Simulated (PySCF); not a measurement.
**ZrO₂: singlet, from a bent start**

Aim: relax ZrO₂ as a singlet from a bent start, check by its vibrations whether the end is a minimum, and collect its spectrum and constants.

The runs use PySCF 2.14.0; PBE0, basis Zr def2-TZVP with ECP28, O def2-TZVP, scalar-relativistic core potentials, no spin–orbit coupling, density fitting.

**1. The system as given**

3 atoms, charge 0, spin multiplicity 1.

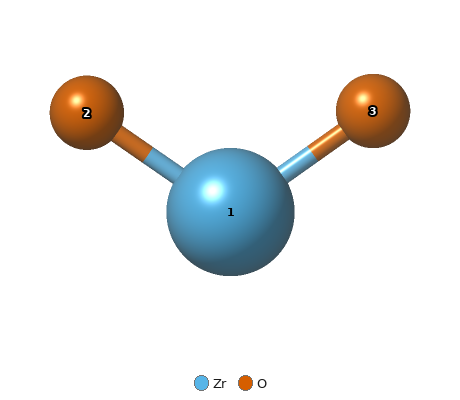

As it starts; zirconium blue, oxygen orange; atoms are numbered from 1 in the order of the file.

```xyz
3
charge 0 multiplicity 1
Zr    0.0000    0.0000    0.0000
O     1.5072    0.0000    1.0554
O    -1.5072    0.0000    1.0554
```

**2. First SCF at the start**

One driver script runs all steps and calls PySCF; scf.py shows how it sets up the SCF of each step. The optimiser is the driver's own. After this first run the driver tries any further starts and a stability analysis.

scf.py reads:

```python
from pyscf import gto, scf, dft
mol = gto.M(atom='''
Zr     0.000000     0.000000     0.000000
O      1.507200     0.000000     1.055400
O     -1.507200     0.000000     1.055400''',
    basis={'Zr': 'def2-TZVP', 'O': 'def2-TZVP'},
    ecp={'Zr': 'def2-TZVP'},
    charge=0, spin=0)
mf = dft.RKS(mol, xc='PBE0')
mf.grids.atom_grid = (50, 194)
aux = {'Zr': 'def2-universal-JKFIT', 'O': 'def2-universal-JKFIT'}
mf = mf.density_fit(auxbasis=aux)
mf.conv_tol = 1e-08
mf.diis_space = 10
mf.max_cycle = 60
mf.init_guess = 'minao'
mf.verbose = 4
mf.kernel()
```

The run is started by

```sh
> OMP_NUM_THREADS=2 python axn.py task.json out
```

The runs that follow: Relaxation: bent start, singlet; Is it a minimum? Harmonic modes.

Q: Predict the outcome of this session. Wanted: minimum; geometry; wavenumbers; dipole moment; highest occupied, lowest empty level; polar-tensor charge of Zr1; zero-point energy; atomisation energy.

As calculated:

| quantity | value |
| --- | --- |
| minimum | singlet, C2v |
| geometry | Zr–O 1.762 Å (×2); O–Zr–O 108.0° |
| wavenumbers (cm⁻¹) | 312 (a1), 890 (b2), 962 (a1) |
| dipole moment | 7.92 D |
| highest occupied, lowest empty level | -6.76, -2.90 eV |
| polar-tensor charge of Zr1 | +1.93 e |
| zero-point energy | 12.9 kJ/mol |
| entropy at 298.15 K | 267.7 J/(mol K) |
| atomisation energy (no zero-point energy) | 1364 kJ/mol |

What this shows: The molecule stays C2v, as typed, and the end point is a minimum. The strongest infrared band lies at 890 cm⁻¹ (b2, stretch). With 7.9 D the molecule is strongly polar. Other starts or spin states, not run here, may lie lower.
